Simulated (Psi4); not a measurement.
# GeH2F2 (difluorogermane) at TPSSh/cc-pVDZ

Aim: the vertical singlet–triplet gap of GeH2F2 (difluorogermane) at TPSSh/cc-pVDZ, from 2 runs. 

The results are computed with Psi4 1.11.

## 1. The structure to begin with

The species is GeH2F2 (5 atoms), meant as a singlet with charge 0. As SMILES, `[F][GeH2][F]`. The shape is that of a PBE0-D4/def2-TZVP optimisation.

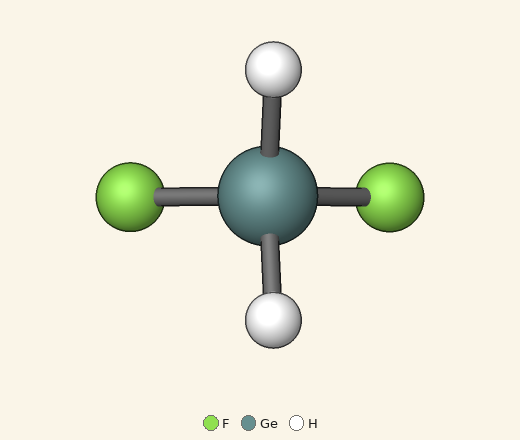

The structure, seen from a chosen angle (fluorine green, germanium teal, hydrogen white).

## 2. Energy and gradient at TPSSh/cc-pVDZ

The input, calc.dat:

```
memory 1600 mb

molecule {
  0 1
  F     -0.572600     0.228500     1.525800
  Ge     0.103000    -0.071300    -0.032200
  F     -0.974500     0.694200    -1.139700
  H      0.047300    -1.576200    -0.286700
  H      1.446600     0.651000    -0.108600
  units angstrom
  symmetry c1
  no_reorient
  no_com
}

set {
  basis cc-pVDZ
  puream true
  e_convergence 1e-09
  d_convergence 1e-08
  scf_type pk
  dft_radial_points 99
  dft_spherical_points 590
}

e_tot, wfn = gradient('tpssh', return_wfn=True)
oeprop(wfn, 'DIPOLE', 'WIBERG_LOWDIN_INDICES', 'MAYER_INDICES', title='TPSSH')
```

Started as:

```sh
$ psi4 calc.dat calc.out -n 1
```

calc.out, cut to the lines that bear on the results:

```text
[...]
  Running in c1 symmetry.
[...]
  Nuclear repulsion =  222.041292592456301
[...]
  Multiplicity = 1
[...]
  Nalpha       = 26
  Nbeta        = 26
[...]
    Number of basis functions: 65
[...]
   @RKS iter   1: -2277.34714490814531   -3.01109e+00   1.66393e-02 ADIIS/DIIS
[...]
   @RKS iter  10: -2277.88689795341406   -4.54747e-12   7.41383e-09 DIIS
[...]
    Orbital Energies [Eh]
    ---------------------
    Doubly Occupied:
       1A   -398.562505     2A    -49.674828     3A    -44.168334
       4A    -44.167973     5A    -44.167011     6A    -24.597310
       7A    -24.597300     8A     -6.232917     9A     -4.400810
      10A     -4.398742    11A     -4.394811    12A     -1.250118
      13A     -1.238512    14A     -1.227023    15A     -1.226273
      16A     -1.226009    17A     -1.133752    18A     -1.109423
      19A     -0.566011    20A     -0.431857    21A     -0.425586
      22A     -0.425423    23A     -0.373359    24A     -0.369717
      25A     -0.365854    26A     -0.333348
[...]
  @RKS Final Energy: -2277.88689795341406
   => Energetics <=
    Nuclear Repulsion Energy =            222.0412925924563012
    One-Electron Energy =               -3616.0287280071720488
    Two-Electron Energy =                1207.0153704775250390
    DFT Exchange-Correlation Energy =     -90.9148330162234544
    Empirical Dispersion Energy =           0.0000000000000000
    VV10 Nonlocal Energy =                  0.0000000000000000
    Total Energy =                      -2277.8868979534145183
[...]
  -Total Gradient:
     Atom            X                  Y                   Z
    ------   -----------------  -----------------  -----------------
       1        0.006179294891    -0.002653091310    -0.015392950574
       2       -0.014528634557     0.008809399196     0.003710256591
       3        0.010201628587    -0.007306148279     0.011201771748
       4       -0.000370271027     0.001581634305     0.000333108887
       5       -0.001580761545    -0.000371710425     0.000173275572
[...]
 Multipole Moments:
 ------------------------------------------------------------------------------------
     Multipole            Electronic (a.u.)      Nuclear  (a.u.)        Total (a.u.)
 ------------------------------------------------------------------------------------
 L = 1.  Multiply by 2.5417464519 to convert [e a0] to [Debye]
 Dipole X            :         18.0558679          -17.2607584            0.7951095
 Dipole Y            :        -10.1160437            9.6328789           -0.4831647
 Dipole Z            :         -4.0767960            3.8724268           -0.2043692
 Magnitude           :                                                    0.9525828
[...]
```

Wall time 29 s (1 thread of AMD EPYC 9R45 (Zen 5), shared host); peak memory 0.99 GiB.

## 3. The triplet: the energy at UTPSSh/cc-pVDZ

The input, calc.inp:

```
memory 1600 MB

molecule {
  0 3
  F
  Ge 1 1.724436
  F 2 1.724399 1 104.9681
  H 2 1.527284 3 107.91501 1 114.89937
  H 2 1.527356 4 119.3225 1 123.52917
  symmetry c1
  no_reorient
  no_com
}

set globals {
  basis cc-pVDZ
  reference uks
  puream true
  e_convergence 1e-09
  d_convergence 1e-08
  scf_type pk
  dft_radial_points 99
  dft_spherical_points 590
  maxiter 200
}

e_tot, wfn = energy("tpssh", return_wfn=True)
```

Started as:

```sh
$ psi4 -i calc.inp -o calc.out -n 1
```

calc.out, cut to the lines that bear on the results:

```text
[...]
  Running in c1 symmetry.
[...]
  Nuclear repulsion =  222.041302177414025
[...]
  Multiplicity = 3
[...]
  Nalpha       = 27
  Nbeta        = 25
[...]
    Number of basis functions: 65
[...]
   @UKS iter   1: -2276.98300915416803   -2.64696e+00   1.70371e-02 DIIS/ADIIS
[...]
   @UKS iter  16: -2277.60473226047407    9.09495e-13   3.66316e-09 DIIS
[...]
   @S^2 Observed:                2.007173514E+00
[...]
    Orbital Energies [Eh]
    ---------------------
    Alpha Occupied:
       1A   -398.548499     2A    -49.664705     3A    -44.157914
       4A    -44.156840     5A    -44.156549     6A    -24.621192
       7A    -24.621186     8A     -6.223666     9A     -4.390412
      10A     -4.387858    11A     -4.387380    12A     -1.244249
      13A     -1.236231    14A     -1.222359    15A     -1.220001
      16A     -1.217774    17A     -1.155125    18A     -1.128858
      19A     -0.598931    20A     -0.469364    21A     -0.454509
      22A     -0.453471    23A     -0.407503    24A     -0.395858
      25A     -0.386180    26A     -0.386127    27A     -0.064219
    Alpha Virtual:
[...]
  @UKS Final Energy: -2277.60473226047407
   => Energetics <=
    Nuclear Repulsion Energy =            222.0413021774140248
    One-Electron Energy =               -3615.6360913941066428
    Two-Electron Energy =                1206.8823747346154960
    DFT Exchange-Correlation Energy =     -90.8923177783969862
    Empirical Dispersion Energy =           0.0000000000000000
    VV10 Nonlocal Energy =                  0.0000000000000000
    Total Energy =                      -2277.6047322604740657
[...]
 Multipole Moments:
 ------------------------------------------------------------------------------------
     Multipole            Electronic (a.u.)      Nuclear  (a.u.)        Total (a.u.)
 ------------------------------------------------------------------------------------
 L = 1.  Multiply by 2.5417464519 to convert [e a0] to [Debye]
 Dipole X            :         -0.0001124            0.0000160           -0.0000964
 Dipole Y            :          0.2985323            0.2131709            0.5117032
 Dipole Z            :          0.2293359            0.1636033            0.3929392
 Magnitude           :                                                    0.6451678
[...]
```

It took 37 s on 1 thread of AMD EPYC 9R45 (Zen 5), shared host; peak memory 1 GiB.

## 4. Results

At TPSSh/cc-pVDZ:

| quantity | value |
| --- | --- |
| singlet: total energy | -2277.88690 Eh |
| singlet: dipole moment | 2.42 D |
| singlet: HOMO energy | -9.07 eV |
| singlet: LUMO energy | -0.05 eV |
| singlet: HOMO–LUMO gap | 9.02 eV |
| singlet: largest force on an atom | 0.894 eV/Å |
| triplet: total energy | -2277.60473 Eh |
| triplet: dipole moment | 1.64 D |
| triplet: HOMO energy (highest over α and β) | -1.75 eV |
| triplet: ⟨S²⟩ | 2.007 |
| vertical energy of the triplet above the singlet | 7.678 eV |

In words: At this shape the triplet lies 7.68 eV (741 kJ/mol) above the singlet. The largest force (singlet) is 0.89 eV/Å: the shape isn't a stationary point for this species at this level.
